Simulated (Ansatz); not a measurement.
# CH6FGeNS: inversion of the pyramid at N1, part 2 of 2

Wanted: the energy profile along the inversion of the pyramid at N1, from relaxed end points and a band of images. SMILES of the start: N[CH2][GeH]([F])[SH].

Ansatz 0.2.0; RKS PBE/def2-SVP.

### Step 5. The band

crystal.atoms is end A as relaxed above, and neb.final_atoms is end B, turned to lie on A. With 7 inner images the band has 9 in all.

input.yaml reads:

```yaml
crystal:
  periodic: [false, false, false]
  atoms:
    - { symbol: "N", position_ang: [-0.125412, 1.273303, 1.092] }
    - { symbol: C, position_ang: [-0.945387, 0.543506, 0.138355] }
    - { symbol: Ge, position_ang: [0.084584, -0.989368, -0.570352] }
    - { symbol: F, position_ang: [-0.521708, -2.448172, 0.231178] }
    - { symbol: S, position_ang: [2.215537, -0.636451, 0.003984] }
    - { symbol: H, position_ang: [0.585138, 1.838148, 0.611853] }
    - { symbol: H, position_ang: [-0.691794, 1.918861, 1.655203] }
    - { symbol: H, position_ang: [-1.805602, 0.076736, 0.662741] }
    - { symbol: H, position_ang: [-1.366929, 1.121653, -0.723677] }
    - { symbol: H, position_ang: [-0.043124, -1.314387, -2.086307] }
    - { symbol: H, position_ang: [2.680197, -1.44083, -0.994477] }
basis:
  gaussian: { orbitals: def2-SVP }
hamiltonian:
  xc: pbe
neb:
  order_check: false
  images: 7
  f_tol: 0.05
  max_iterations: 60
  initial_path: idpp
  final_atoms:
    - { symbol: "N", position_ang: [-0.5641296, 1.32650134, 1.17759517] }
    - { symbol: C, position_ang: [-0.92030186, 0.78877948, -0.12449831] }
    - { symbol: Ge, position_ang: [0.07549384, -0.88283392, -0.55296696] }
    - { symbol: F, position_ang: [-0.00682992, -1.76723868, 0.98809803] }
    - { symbol: S, position_ang: [2.21747988, -0.2965447, -0.88551503] }
    - { symbol: H, position_ang: [0.42716633, 1.59890372, 1.19877484] }
    - { symbol: H, position_ang: [-0.66804141, 0.59899826, 1.89755283] }
    - { symbol: H, position_ang: [-2.00405522, 0.54778886, -0.15710331] }
    - { symbol: H, position_ang: [-0.73825458, 1.53847204, -0.92194977] }
    - { symbol: H, position_ang: [-0.40351134, -1.92589026, -1.60730024] }
    - { symbol: H, position_ang: [2.65048387, -1.58393713, -0.99218624] }
```

Started as:

```console
> ansatz run input.yaml --threads 2 --pin off --max-ram 3072MiB --backend cpu --events-out ev --progress --plain --runs-dir out
```

The log of the run (excerpt; [...] marks lines left out):

```text
Warning: RAYON_NUM_THREADS=2 ignored (pool sized by the plan → 2); use --threads N
[...]
Functional definition: PBE
[...]
1382 factors; their error is unknown
[...]
mean field -72663.02476272 eV, -2670.3169072628 hartree, gradient 2.6e-5 eV, S^2 0.000000; 0 other end points of the search recorded, 0 dependent functions left out
[...]
reference -72663.02479921 eV, -2670.3169086037 hartree; 38, 38 occupied and 84, 84 virtual orbitals, 1382 factors
1382 factors; their error is unknown
[...]
mean field -72663.12344817 eV, -2670.3205338862 hartree, gradient 1.4e-5 eV, S^2 0.000000; 0 other end points of the search recorded, 0 dependent functions left out
[...]
reference -72663.12348443 eV, -2670.3205352187 hartree; 38, 38 occupied and 84, 84 virtual orbitals, 1382 factors
NEB end point (image 0): max|allowed force component| = 6.139e-3 eV/Å (the criterion of neb.relax_end_points is 1.000e-2)
[...]
Atom 1 at    -0.969101     0.593629     0.082052 Å, force    -0.003504    -0.002906     0.019512 eV/Å
Atom 2 at     0.053733    -0.966288    -0.661468 Å, force    -0.000695     0.001599     0.008314 eV/Å
Atom 3 at    -0.443585    -2.411066     0.248786 Å, force    -0.000401     0.001320    -0.003299 eV/Å
Atom 4 at     2.162745    -0.438137    -0.130067 Å, force     0.001042    -0.006023    -0.004649 eV/Å
Atom 5 at     0.325320     2.137763     0.776484 Å, force     0.001705     0.005051     0.026605 eV/Å
Atom 6 at    -0.297860     1.117658     2.035317 Å, force     0.013891     0.015930     0.004674 eV/Å
Atom 7 at    -1.897664     0.174772     0.524384 Å, force    -0.005617     0.000104    -0.004609 eV/Å
Atom 8 at    -1.286606     1.235756    -0.767357 Å, force     0.003603     0.001404     0.000171 eV/Å
Atom 9 at    -0.055445    -1.429590    -2.151337 Å, force     0.000699     0.000680    -0.000285 eV/Å
Atom 10 at     2.667377    -1.379619    -0.980637 Å, force     0.003709     0.003243     0.002055 eV/Å
Dipole moment:    -0.174017     0.551191    -0.094810 e Å
this run last wrote the band of iteration 13 to <dir>
```

Run time: 4.4 min. Hardware: 2 threads of Intel Xeon Platinum 8175M at 2.50GHz (Skylake/Cascade Lake), shared host; peak memory 0.2 GiB.

### Step 6. Images and barrier

Images 0 and 8 are the ends. Energies count from image 0; the path length is the program's own measure over all atoms.

| image | path (Å) | energy (eV) | sum of angles at N1 (°) | band force (eV/Å) |
| --- | --- | --- | --- | --- |
| 0 | 0.000 | 0.0000 | 329.4 | - |
| 1 | 0.312 | 0.0085 | 331.3 | 0.032 |
| 2 | 0.625 | 0.0294 | 334.1 | 0.043 |
| 3 | 0.937 | 0.0476 | 338.2 | 0.048 |
| 4* | 1.250 | 0.0976 | 358.8 | 0.049 |
| 5 | 1.865 | -0.0832 | 330.6 | 0.015 |
| 6 | 2.480 | -0.0832 | 329.4 | 0.008 |
| 7 | 3.095 | -0.0896 | 327.7 | 0.013 |
| 8 | 3.710 | -0.0987 | 326.3 | - |

The star marks the climbing image.

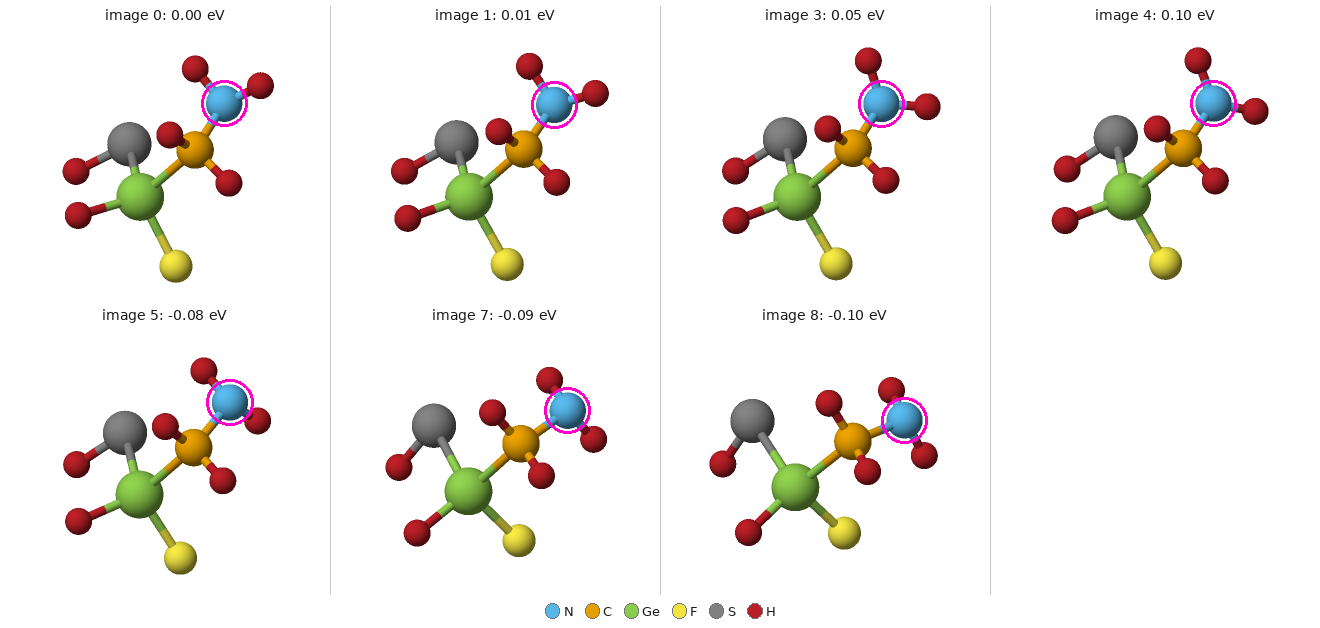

Snapshots along the band, viewed from a free direction. Ringed: N1. Sticks join atoms closer than a bonding distance in each image.

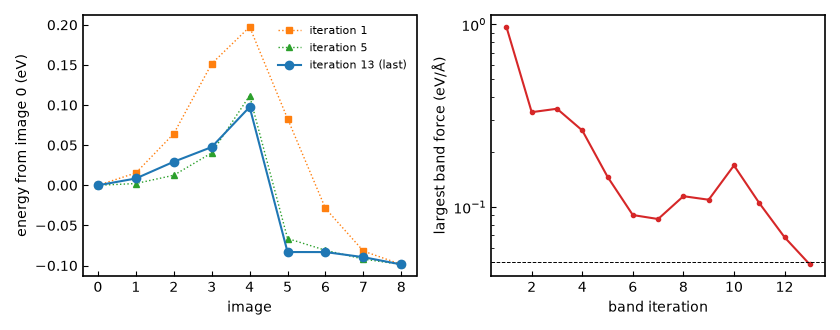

Left: energy of each image for early iterations and the last one (lines only join the points; early values far above the last band run off the scale). Right: the largest band force by iteration, with the threshold dashed.

The top of the band by iteration:

```csv
iteration,highest image above image 0 (eV),largest band force (eV/Å)
1,0.1974,0.968
2,0.1325,0.331
3,0.1251,0.345
4,0.1200,0.263
5,0.1117,0.146
6,0.1066,0.090
7,0.1041,0.086
8,0.1017,0.115
9,0.1001,0.110
10,0.0992,0.169
11,0.0987,0.105
12,0.0980,0.068
13,0.0976,0.049
```

Positions of all images (Å):

```xyz
11
image=0 dE=0.0000
N    -0.125    1.273    1.092
C    -0.945    0.544    0.138
Ge    0.085   -0.989   -0.570
F    -0.522   -2.448    0.231
S     2.216   -0.636    0.004
H     0.585    1.838    0.612
H    -0.692    1.919    1.655
H    -1.806    0.077    0.663
H    -1.367    1.122   -0.724
H    -0.043   -1.314   -2.086
H     2.680   -1.441   -0.994
11
image=1 dE=0.0085
N    -0.112    1.238    1.103
C    -0.934    0.561    0.111
Ge    0.085   -0.983   -0.599
F    -0.493   -2.417    0.270
S     2.218   -0.588   -0.069
H     0.507    1.932    0.670
H    -0.682    1.721    1.805
H    -1.818    0.105    0.601
H    -1.318    1.182   -0.736
H    -0.065   -1.374   -2.099
H     2.677   -1.434   -1.035
11
image=2 dE=0.0294
N    -0.082    1.235    1.081
C    -0.926    0.570    0.100
Ge    0.080   -0.980   -0.631
F    -0.481   -2.410    0.259
S     2.204   -0.545   -0.106
H     0.388    2.061    0.701
H    -0.595    1.507    1.923
H    -1.821    0.129    0.584
H    -1.297    1.210   -0.736
H    -0.075   -1.398   -2.125
H     2.672   -1.436   -1.029
11
image=3 dE=0.0476
N    -0.066    1.243    1.053
C    -0.927    0.578    0.092
Ge    0.069   -0.980   -0.651
F    -0.466   -2.413    0.253
S     2.185   -0.497   -0.134
H     0.260    2.163    0.753
H    -0.460    1.298    1.994
H    -1.844    0.166    0.563
H    -1.267    1.227   -0.746
H    -0.085   -1.417   -2.142
H     2.667   -1.424   -1.014
11
image=4 dE=0.0976
N    -0.193    1.308    1.044
C    -0.969    0.594    0.082
Ge    0.054   -0.966   -0.661
F    -0.444   -2.411    0.249
S     2.163   -0.438   -0.130
H     0.325    2.138    0.776
H    -0.298    1.118    2.035
H    -1.898    0.175    0.524
H    -1.287    1.236   -0.767
H    -0.055   -1.430   -2.151
H     2.667   -1.380   -0.981
11
image=5 dE=-0.0832
N    -0.390    1.415    1.104
C    -1.025    0.638    0.059
Ge    0.042   -0.913   -0.615
F    -0.382   -2.319    0.382
S     2.164   -0.332   -0.162
H     0.501    1.819    0.789
H    -0.186    0.844    1.933
H    -1.989    0.223    0.420
H    -1.263    1.286   -0.810
H    -0.081   -1.443   -2.078
H     2.676   -1.274   -1.002
11
image=6 dE=-0.0832
N    -0.446    1.342    1.184
C    -1.000    0.673    0.021
Ge    0.059   -0.896   -0.602
F    -0.270   -2.191    0.568
S     2.203   -0.269   -0.357
H     0.497    1.703    0.996
H    -0.364    0.697    1.980
H    -2.026    0.310    0.241
H    -1.089    1.385   -0.826
H    -0.156   -1.567   -1.993
H     2.658   -1.245   -1.191
11
image=7 dE=-0.0896
N    -0.508    1.256    1.265
C    -0.981    0.714    0.003
Ge    0.075   -0.847   -0.635
F    -0.085   -2.034    0.677
S     2.212   -0.156   -0.675
H     0.462    1.590    1.184
H    -0.498    0.527    1.990
H    -2.035    0.378    0.105
H    -0.975    1.497   -0.784
H    -0.274   -1.651   -1.924
H     2.672   -1.331   -1.186
11
image=8 dE=-0.0987
N    -0.577    1.046    1.428
C    -0.954    0.757    0.055
Ge    0.091   -0.754   -0.715
F     0.092   -1.924    0.625
S     2.198   -0.022   -0.977
H     0.403    1.353    1.479
H    -0.630    0.189    1.995
H    -2.028    0.480    0.002
H    -0.826    1.655   -0.584
H    -0.381   -1.593   -1.942
H     2.676   -1.243   -1.344
```

### Step 7. Frequencies at the highest image

The geometry is the highest inner image of the first converged band.

input.yaml reads:

```yaml
crystal:
  periodic: [false, false, false]
  atoms:
    - { symbol: "N", position_ang: [-0.193414, 1.30812, 1.044346] }
    - { symbol: C, position_ang: [-0.969101, 0.593629, 0.082052] }
    - { symbol: Ge, position_ang: [0.053733, -0.966288, -0.661468] }
    - { symbol: F, position_ang: [-0.443585, -2.411066, 0.248786] }
    - { symbol: S, position_ang: [2.162745, -0.438137, -0.130067] }
    - { symbol: H, position_ang: [0.32532, 2.137763, 0.776484] }
    - { symbol: H, position_ang: [-0.29786, 1.117658, 2.035317] }
    - { symbol: H, position_ang: [-1.897664, 0.174772, 0.524384] }
    - { symbol: H, position_ang: [-1.286606, 1.235756, -0.767357] }
    - { symbol: H, position_ang: [-0.055445, -1.42959, -2.151337] }
    - { symbol: H, position_ang: [2.667377, -1.379619, -0.980637] }
basis:
  gaussian: { orbitals: def2-SVP }
hamiltonian:
  xc: pbe
phonons: {}
```

Started as:

```console
> ansatz run input.yaml --threads 2 --pin off --max-ram 3072MiB --backend cpu --events-out ev --progress --plain --runs-dir out
```

The log of the run (excerpt; [...] marks lines left out):

```text
Warning: RAYON_NUM_THREADS=2 ignored (pool sized by the plan → 2); use --threads N
[...]
[... 1 set-up line as earlier in the session ...]
[...]
1382 factors; their error is unknown
[...]
mean field -72662.92717634 eV, -2670.3133210296 hartree, gradient 2.3e-5 eV, S^2 0.000000; 0 other end points of the search recorded, 0 dependent functions left out
[...]
reference -72662.92721217 eV, -2670.3133223461 hartree; 38, 38 occupied and 84, 84 virtual orbitals, 1382 factors
[...]
1382 factors; their error is unknown
mean field -72662.92706531 eV, -2670.3133169493 hartree, gradient 1.3e-6 eV, S^2 0.000000; 0 other end points of the search recorded, 0 dependent functions left out
[...]
reference -72662.92710113 eV, -2670.3133182655 hartree; 38, 38 occupied and 84, 84 virtual orbitals, 1382 factors
[...]
1382 factors; their error is unknown
mean field -72662.92713780 eV, -2670.3133196133 hartree, gradient 1.2e-6 eV, S^2 0.000000; 0 other end points of the search recorded, 0 dependent functions left out
[...]
WARN: phonons: modes at or below zero, which the zero-point energy, F, S and C_V leave out: 1, the lowest at -540.09 cm⁻¹. A minimum has none, and a first-order saddle one
[...]
Atom 2 at     0.053733    -0.966288    -0.661468 Å, force    -0.000396     0.001854     0.008646 eV/Å
Atom 3 at    -0.443585    -2.411066     0.248786 Å, force    -0.000394     0.001130    -0.003332 eV/Å
Atom 4 at     2.162745    -0.438137    -0.130067 Å, force     0.000805    -0.006169    -0.004809 eV/Å
Atom 5 at     0.325320     2.137763     0.776484 Å, force     0.001737     0.005060     0.026722 eV/Å
Atom 6 at    -0.297860     1.117658     2.035317 Å, force     0.013893     0.015903     0.004664 eV/Å
Atom 7 at    -1.897664     0.174772     0.524384 Å, force    -0.005595     0.000111    -0.004587 eV/Å
Atom 8 at    -1.286606     1.235756    -0.767357 Å, force     0.003498     0.001357     0.000132 eV/Å
Atom 9 at    -0.055445    -1.429590    -2.151337 Å, force     0.000729     0.000727    -0.000310 eV/Å
Atom 10 at     2.667377    -1.379619    -0.980637 Å, force     0.003660     0.003227     0.002078 eV/Å
Dipole moment:    -0.174013     0.551193    -0.094809 e Å
Vibrations: -540.09 32.65 97.32 122.67 157.49 178.08 301.81 318.27 389.74 507.06 638.25 650.74 672.13 718.52 742.22 985.53 1133.98 1196.46 1289.51 1376.67 1539.80 2009.30 2596.31 2965.98 3034.63 3570.37 3695.90 cm⁻¹, zero-point energy 1.916882 eV
```

Run time: 1.8 min. Hardware: 2 threads of Intel Xeon Platinum 8175M at 2.50GHz (Skylake/Cascade Lake), shared host; peak memory 0.19 GiB.

Of 27 modes, 1 is imaginary by more than 30 cm⁻¹ (540i cm⁻¹).

### Step 8. The band again, with other settings

crystal.atoms is end A as relaxed above, and neb.final_atoms is end B, turned to lie on A. With 7 inner images the band has 9 in all.

input.yaml reads:

```yaml
crystal:
  periodic: [false, false, false]
  atoms:
    - { symbol: "N", position_ang: [-0.125412, 1.273303, 1.092] }
    - { symbol: C, position_ang: [-0.945387, 0.543506, 0.138355] }
    - { symbol: Ge, position_ang: [0.084584, -0.989368, -0.570352] }
    - { symbol: F, position_ang: [-0.521708, -2.448172, 0.231178] }
    - { symbol: S, position_ang: [2.215537, -0.636451, 0.003984] }
    - { symbol: H, position_ang: [0.585138, 1.838148, 0.611853] }
    - { symbol: H, position_ang: [-0.691794, 1.918861, 1.655203] }
    - { symbol: H, position_ang: [-1.805602, 0.076736, 0.662741] }
    - { symbol: H, position_ang: [-1.366929, 1.121653, -0.723677] }
    - { symbol: H, position_ang: [-0.043124, -1.314387, -2.086307] }
    - { symbol: H, position_ang: [2.680197, -1.44083, -0.994477] }
basis:
  gaussian: { orbitals: def2-SVP }
hamiltonian:
  xc: pbe
neb:
  order_check: false
  images: 7
  f_tol: 0.5
  max_iterations: 60
  initial_path: idpp
  final_atoms:
    - { symbol: "N", position_ang: [-0.5641296, 1.32650134, 1.17759517] }
    - { symbol: C, position_ang: [-0.92030186, 0.78877948, -0.12449831] }
    - { symbol: Ge, position_ang: [0.07549384, -0.88283392, -0.55296696] }
    - { symbol: F, position_ang: [-0.00682992, -1.76723868, 0.98809803] }
    - { symbol: S, position_ang: [2.21747988, -0.2965447, -0.88551503] }
    - { symbol: H, position_ang: [0.42716633, 1.59890372, 1.19877484] }
    - { symbol: H, position_ang: [-0.66804141, 0.59899826, 1.89755283] }
    - { symbol: H, position_ang: [-2.00405522, 0.54778886, -0.15710331] }
    - { symbol: H, position_ang: [-0.73825458, 1.53847204, -0.92194977] }
    - { symbol: H, position_ang: [-0.40351134, -1.92589026, -1.60730024] }
    - { symbol: H, position_ang: [2.65048387, -1.58393713, -0.99218624] }
```

Started as:

```console
> ansatz run input.yaml --threads 2 --pin off --max-ram 3072MiB --backend cpu --events-out ev --progress --plain --runs-dir out
```

The log of the run (excerpt; [...] marks lines left out):

```text
Warning: RAYON_NUM_THREADS=2 ignored (pool sized by the plan → 2); use --threads N
[...]
[... 1 set-up line as earlier in the session ...]
[...]
1382 factors; their error is unknown
[...]
mean field -72663.02476272 eV, -2670.3169072628 hartree, gradient 2.6e-5 eV, S^2 0.000000; 0 other end points of the search recorded, 0 dependent functions left out
[...]
reference -72663.02479921 eV, -2670.3169086037 hartree; 38, 38 occupied and 84, 84 virtual orbitals, 1382 factors
1382 factors; their error is unknown
[...]
mean field -72663.12344817 eV, -2670.3205338862 hartree, gradient 1.4e-5 eV, S^2 0.000000; 0 other end points of the search recorded, 0 dependent functions left out
[...]
reference -72663.12348443 eV, -2670.3205352187 hartree; 38, 38 occupied and 84, 84 virtual orbitals, 1382 factors
NEB end point (image 0): max|allowed force component| = 6.139e-3 eV/Å (the criterion of neb.relax_end_points is 1.000e-1)
[...]
Atom 1 at    -0.920859     0.643174     0.010699 Å, force    -0.213082     0.119889     0.160908 eV/Å
Atom 2 at     0.091626    -0.935405    -0.625379 Å, force     0.064783     0.051178     0.033789 eV/Å
Atom 3 at    -0.225161    -2.240531     0.531459 Å, force    -0.032436    -0.084943     0.012336 eV/Å
Atom 4 at     2.232218    -0.329667    -0.425429 Å, force     0.075866    -0.116030    -0.032138 eV/Å
Atom 5 at     0.529357     1.808365     1.074320 Å, force     0.086447    -0.056237    -0.070773 eV/Å
Atom 6 at    -0.703141     1.137654     2.081534 Å, force     0.067832    -0.182656    -0.005151 eV/Å
Atom 7 at    -1.913654     0.227933     0.276334 Å, force    -0.089197     0.113378     0.060797 eV/Å
Atom 8 at    -1.097468     1.335118    -0.846949 Å, force     0.049799    -0.039265    -0.007140 eV/Å
Atom 9 at    -0.174261    -1.583379    -2.022280 Å, force     0.014616    -0.002621     0.017006 eV/Å
Atom 10 at     2.583119    -1.404666    -1.181362 Å, force     0.192669     0.014896    -0.042383 eV/Å
Dipole moment:    -0.180363     0.363661    -0.124127 e Å
this run last wrote the band of iteration 2 to <dir>
```

Run time: 54 s. Hardware: 2 threads of Intel Xeon Platinum 8175M at 2.50GHz (Skylake/Cascade Lake), shared host; peak memory 0.19 GiB.

### Step 9. The band, image by image

Images 0 and 8 are the ends. Energies count from image 0; the path length is the program's own measure over all atoms.

| image | path (Å) | energy (eV) | sum of angles at N1 (°) | band force (eV/Å) |
| --- | --- | --- | --- | --- |
| 0 | 0.000 | 0.0000 | 329.4 | - |
| 1 | 0.368 | 0.0104 | 332.5 | 0.127 |
| 2 | 0.737 | 0.0421 | 338.5 | 0.264 |
| 3 | 1.104 | 0.1050 | 349.4 | 0.327 |
| 4* | 1.471 | 0.1312 | 359.6 | 0.205 |
| 5 | 1.838 | -0.0090 | 345.0 | 0.329 |
| 6 | 2.204 | -0.0665 | 335.0 | 0.241 |
| 7 | 2.569 | -0.0901 | 329.4 | 0.093 |
| 8 | 2.935 | -0.0987 | 326.3 | - |

The star marks the climbing image.

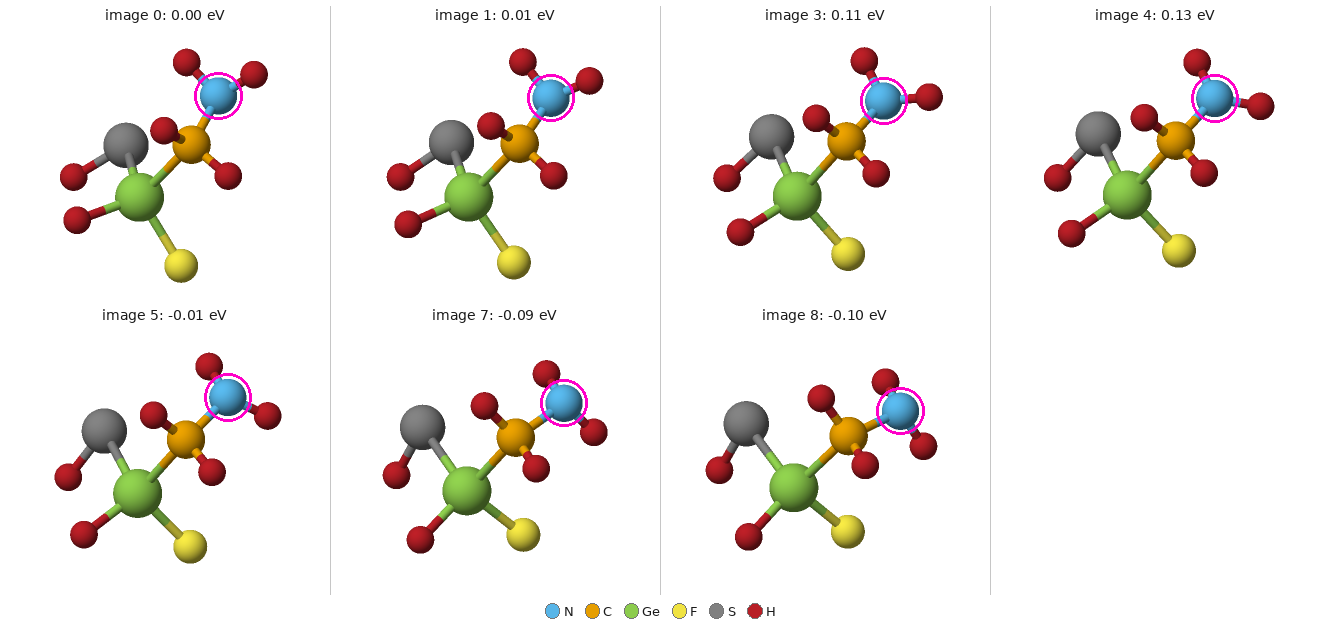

Snapshots along the band, viewed from a free direction. Ringed: N1. Sticks join atoms closer than a bonding distance in each image.

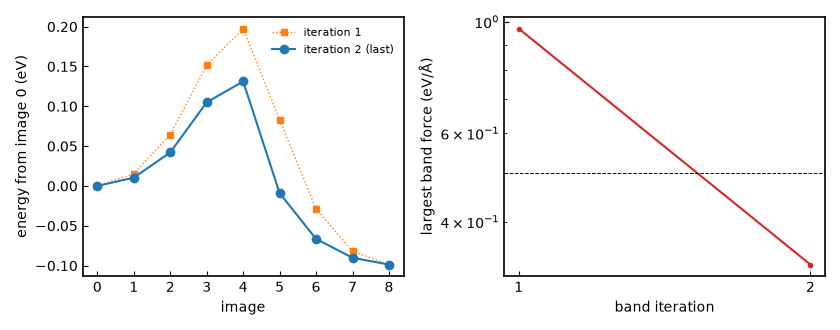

Left: energy of each image for early iterations and the last one (lines only join the points; early values far above the last band run off the scale). Right: the largest band force by iteration, with the threshold dashed.

### Step 10. Results

This closing draws on all 2 parts.

| quantity | value |
| --- | --- |
| end A | 25 moves, 0.329 eV lower |
| end B | 13 moves, 0.491 eV lower |
| first band: barrier forwards | 0.098 eV |
| first band: barrier backwards | 0.196 eV |
| first band: second end relative to first | -0.099 eV |
| first band: highest image | 4 of 0 to 8, climbing |
| first band: band iterations | 13 |
| imaginary modes at the top | 540i cm⁻¹ |
| second band | top 0.131 eV above image 0, 2 iterations, 7 inner images |
| time, first and second band | 4.4 min and 54 s |

**Reading.** In the first band: the top lies 0.098 eV above the first end, or 4 kT at room temperature. Going back costs 0.20 eV, since the second end is 0.099 eV below the first. One imaginary mode, as a first-order saddle point has. The second band's top lies 34 meV above the first's. As for the second band: the force threshold is loose, so the band stops early. These are electronic energies, with no zero-point or thermal terms. Tunnelling, which matters where hydrogen moves, is missing too.
